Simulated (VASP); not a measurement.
Band structure of B (alpha). Method: r2SCAN meta-GGA, VASP's PBE PAW potentials (set 64) (plane waves; VASP 6.6.1).

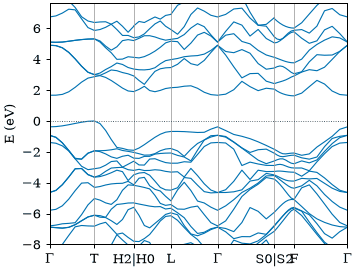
Fig. 1. Bands along high-symmetry lines, zero at the valence-band maximum or, without a gap, the Fermi level

**Question.** Read the plot: is there a gap, and where are the band edges?

**Answer.** The gap is indirect, 1.63 eV, from the valence maximum at T to the conduction minimum at F.

The compound is B in the alpha structure. It was relaxed first.
